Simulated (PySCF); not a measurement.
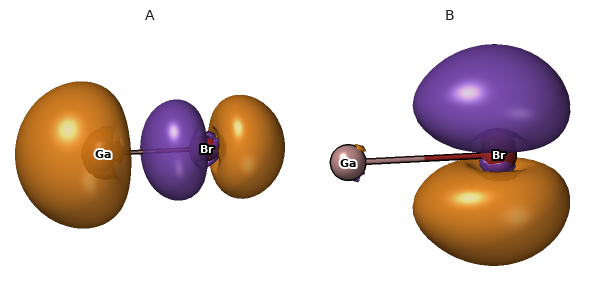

Figure 1: GaBr. Two frontier orbitals, each drawn at the value that holds 80 % of its norm (orange and purple are the two phases), in no order; of a degenerate pair one member is drawn.

Computed with PBE0/def2-TZVPP, non-relativistic Hamiltonian with scalar-relativistic core potentials where named, at a bond length of 2.380 Å (PySCF 2.14.0).

**Label each orbital by symmetry, say whether it is occupied, and order them by energy.**

Orbital B: π, occupied, −8.22 eV; mainly on Br (90 %).
Orbital A: σ, occupied, −7.32 eV; shared between the atoms (Ga 60 %, Br 40 %).
